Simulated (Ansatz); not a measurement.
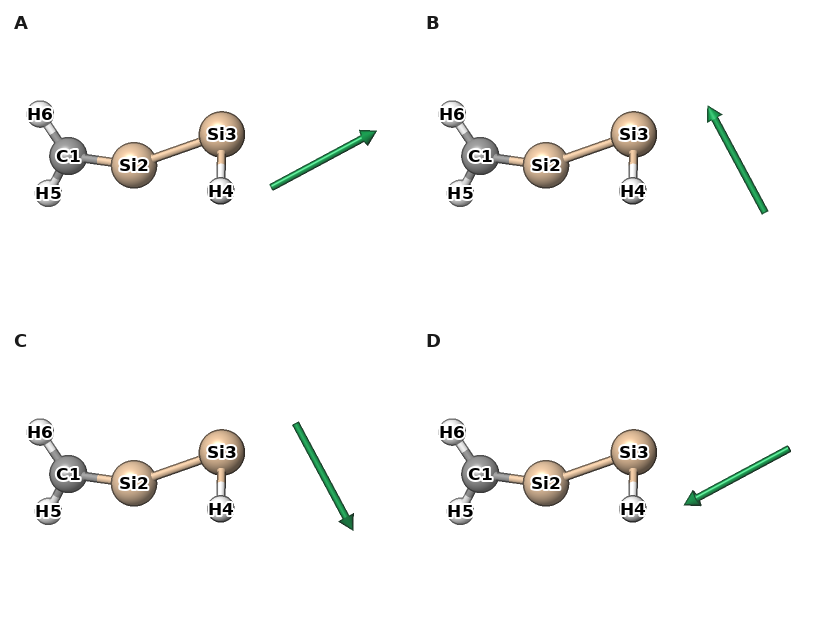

The same molecule four times, each with an arrow. Charge 0, doublet. The computed structure is the end point of a PBE-D4/def2-SVP optimisation. No frequency run is at hand to confirm it as a minimum. Level of theory: UKS PBE-D4/def2-SVP (Ansatz 0.2.0).

> Which arrow points along the dipole moment, from the negative to the positive end?

D. The dipole moment is 0.77 D; it points from the side of Si3 to the side of H5 (the outermost atoms at the two ends).
